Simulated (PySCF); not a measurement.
C₄H₉BO₂Si

The calculation's input:

```
{"job": {"kind": "uv", "xc": "CAM-B3LYP", "basis": "def2-SVPD", "nstates": 8, "ntriplets": 3}, "charge": 0, "multiplicity": 1}
B     -1.729369    -1.493361    -1.046163
Si    -0.910608    -0.863213     0.613044
O     -0.995772    -2.012512     1.770674
C      0.875129    -0.374039     0.317479
C      2.010392    -0.042210     0.083919
C      3.379081     0.345573    -0.184199
O     -1.635340     0.421208     1.359084
C     -1.813279     1.699331     0.839315
H     -2.273147    -0.758804    -1.778096
H     -1.659298    -2.609415    -1.380791
H     -0.858235    -1.771199     2.684028
H      3.420976     1.393967    -0.479390
H      3.786980    -0.265635    -0.989285
H      3.988597     0.206014     0.708266
H     -2.417031     1.673980    -0.072433
H     -2.326406     2.302450     1.590128
H     -0.849667     2.159894     0.603972
```

Run with:

```sh
OMP_NUM_THREADS=1 python probes_run.py task.json out
```

Geometry: GFN2-xTB.

Method: CAM-B3LYP/def2-SVPD, SCF density, gas phase in PySCF.

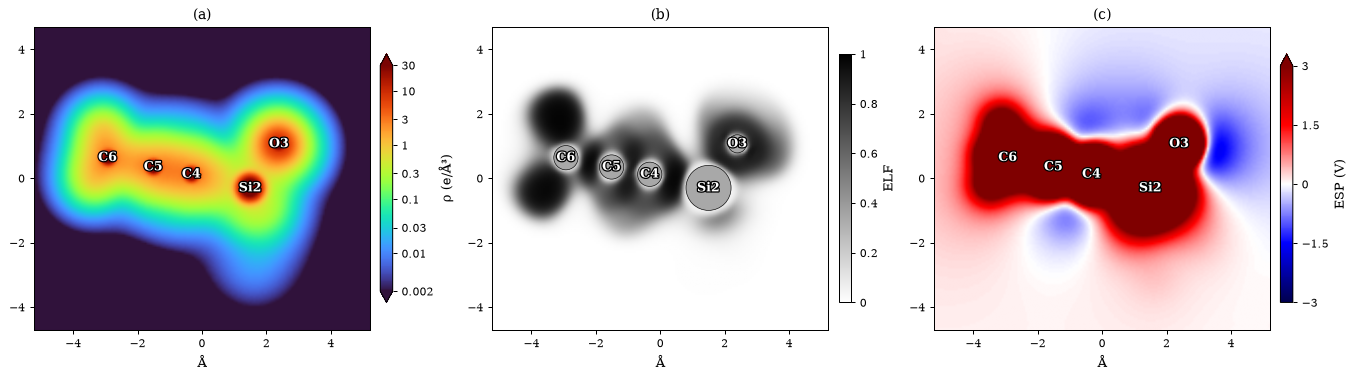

Figure 1. (a) total electron density; (b) electron localisation function; (c) molecular electrostatic potential on the plane of atoms O3, Si2 and C4. Grey discs cover the atomic cores in the ELF map.

> Read the bonding off the picture.

The plane passes through Si, O and C nuclei. C–C (1.21 Å): ρ is about 2.7 e/Å³ halfway; the ELF peaks at about 0.85 between the atoms: a multiple bond. Si–O (1.63 Å): ρ is about 1.2 e/Å³ halfway; the ELF peaks at about 0.90 between the atoms: a polar covalent bond. C–Si (1.87 Å): ρ is about 0.91 e/Å³ halfway; the ELF peaks at about 0.95 between the atoms (a covalent bond). The ELF also peaks beside O3, away from the bonds: lone-pair regions. Outside the dense part of the molecule the potential is most negative (−1.6 V) near O3.

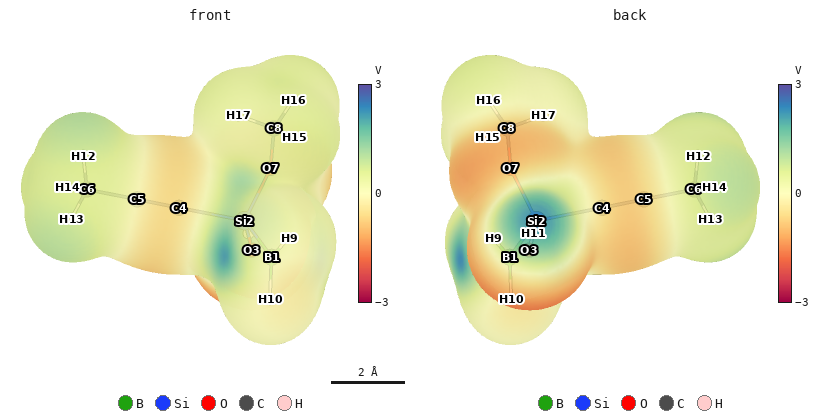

Figure 2. The molecular electrostatic potential painted on the density surface at 0.002 e/bohr³, seen from the front and from behind; the colour scale runs from red (negative) to blue (positive).

> Describe the electrostatic potential map.

The most negative region (about −1.6 V) lies over O3, the most positive (about +2.2 V) over B1 and H11. O3 is the likeliest acceptor of a hydrogen bond.
